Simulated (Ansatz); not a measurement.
**FCI/STO-3G run of SiH2Cl (chlorosilyl radical)**

Aim: the energy change on altering one bond length of SiH2Cl (chlorosilyl radical) at FCI/STO-3G, from 2 runs. 

The results are computed with Ansatz 0.2.0.

52 further runs of the same task are left out: 52 set aside as unsound or not needed.

### 1 The system as given

SiH2Cl: 4 atoms, total charge 0, spin state doublet. As SMILES, `[SiH2]Cl`. The coordinates come from a GFN2-xTB relaxation.

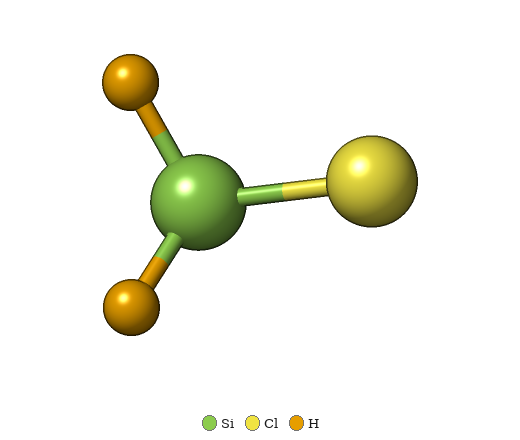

The structure, seen from a chosen angle (silicon green, chlorine yellow, hydrogen amber).

### 2 A single-point energy at FCI/STO-3G

The input, molecule.yaml:

```yaml
crystal:
  periodic: [false, false, false]
  atoms:
    - {symbol: Si, position_ang: [-0.283580, 0.237700, 0.131590]}
    - {symbol: Cl, position_ang: [1.597690, -0.059610, 0.811090]}
    - {symbol: H, position_ang: [-1.065000, -0.978280, 0.263310]}
    - {symbol: H, position_ang: [-0.249110, 0.800200, -1.205980]}
basis:
  gaussian: {orbitals: STO-3G}
accuracy: high
magnetization: {spin_polarized: true, initial_magnetization: 1}
correlation: {method: fci, frozen_orbitals: {Cl: 5, H: 0, Si: 5}}
```

On the command line:

```bash
$ ansatz run molecule.yaml --threads 1 --pin off --max-ram 2610MiB --events-out events.jsonl --progress --plain --runs-dir runs
```

The log of the run:

```text
Warning: RAYON_NUM_THREADS=1 ignored (pool sized by the plan → 1); use --threads N
Functional definition: HF
  name "HF"
  exchange = exact_x
  correlation = 0
341 factors; integrals over basis functions are off by at most 3.1e-9 eV
mean field evaluation 1: about -20172.0313 eV, gradient 8.0e0 eV
mean field evaluation 2: about -20172.0569 eV, gradient 8.0e0 eV
mean field evaluation 4: about -20172.8851 eV, gradient 8.1e-1 eV
mean field evaluation 8: about -20172.9031 eV, gradient 1.2e-2 eV
mean field -20172.90308325 eV, -741.3405146245 hartree, gradient 7.0e-8 eV, S^2 0.751516; 0 other end points of the search recorded, 0 dependent functions left out
mean field evaluation 16: about -20172.8950 eV, gradient 1.2e-1 eV
10 core orbitals not correlated: weight in the atoms' cores, before any rotation towards them, 1.000 or more for the frozen orbitals, at most 0.000 for the correlated occupied ones
reference -20172.89498839 eV, -741.3402171439 hartree; 7, 6 occupied and 3, 4 virtual orbitals, 341 factors
state -20174.23704046 eV, -741.3895366479 hartree
Total energy: -20174.23704046 eV, -741.3895366479 hartree
```

Run time: 0.38 s. Hardware: 1 thread of AMD EPYC 7R43 (Zen 3), shared host.

### 3 The distorted shape

The input, molecule.yaml:

```yaml
crystal:
  periodic: [false, false, false]
  atoms:
    - {symbol: Si, position_ang: [-0.292197, 0.097077, 0.465979]}
    - {symbol: Cl, position_ang: [1.589073, -0.200233, 1.145479]}
    - {symbol: H, position_ang: [-1.073617, -1.118903, 0.597699]}
    - {symbol: H, position_ang: [-0.249110, 0.800200, -1.205980]}
basis:
  gaussian:
    orbitals: STO-3G
magnetization:
  spin_polarized: true
  initial_magnetization: 1
correlation:
  method: fci
  frozen_orbitals: {Cl: 5, H: 0, Si: 5}
accuracy: high
```

On the command line:

```bash
$ ansatz run molecule.yaml --threads 1 --pin off --max-ram 2610MiB --events-out events.jsonl --progress --plain --runs-dir runs
```

The log of the run:

```text
Warning: RAYON_NUM_THREADS=1 ignored (pool sized by the plan → 1); use --threads N
Functional definition: HF
  name "HF"
  exchange = exact_x
  correlation = 0
341 factors; integrals over basis functions are off by at most 3.6e-9 eV
mean field evaluation 1: about -20170.2449 eV, gradient 9.5e0 eV
mean field evaluation 2: about -20170.2718 eV, gradient 9.5e0 eV
mean field evaluation 4: about -20171.4806 eV, gradient 1.1e0 eV
mean field evaluation 8: about -20171.5154 eV, gradient 1.6e-3 eV
mean field -20171.51378927 eV, -741.2894590126 hartree, gradient 1.9e-8 eV, S^2 0.754870; 0 other end points of the search recorded, 0 dependent functions left out
mean field evaluation 16: about -20171.4857 eV, gradient 3.4e-1 eV
10 core orbitals not correlated: weight in the atoms' cores, before any rotation towards them, 1.000 or more for the frozen orbitals, at most 0.000 for the correlated occupied ones
reference -20171.50111021 eV, -741.2889930658 hartree; 7, 6 occupied and 3, 4 virtual orbitals, 341 factors
state -20173.24928425 eV, -741.3532372765 hartree
Total energy: -20173.24928425 eV, -741.3532372765 hartree
```

Wall time 0.4 s (1 thread of AMD EPYC 7R43 (Zen 3), shared host).

### 4 Results

Level: FCI/STO-3G, 10 core orbitals frozen.

| quantity | value |
| --- | --- |
| first shape: total energy | -741.38954 Eh |
| first shape: correlation energy (10 core orbitals frozen) | -49.3 mEh |
| distorted shape: total energy | -741.35324 Eh |
| distorted shape: correlation energy (10 core orbitals frozen) | -64.2 mEh |
| energy change with the Si1–H4 bond stretched from 1.451 to 1.814 Å | 0.988 eV |

What this shows: With the Si1–H4 bond stretched from 1.451 to 1.814 Å the energy rises by 0.99 eV (22.8 kcal/mol). The first shape isn't relaxed at this level, so the change isn't measured from a minimum. The minimal basis adds a large error of its own.
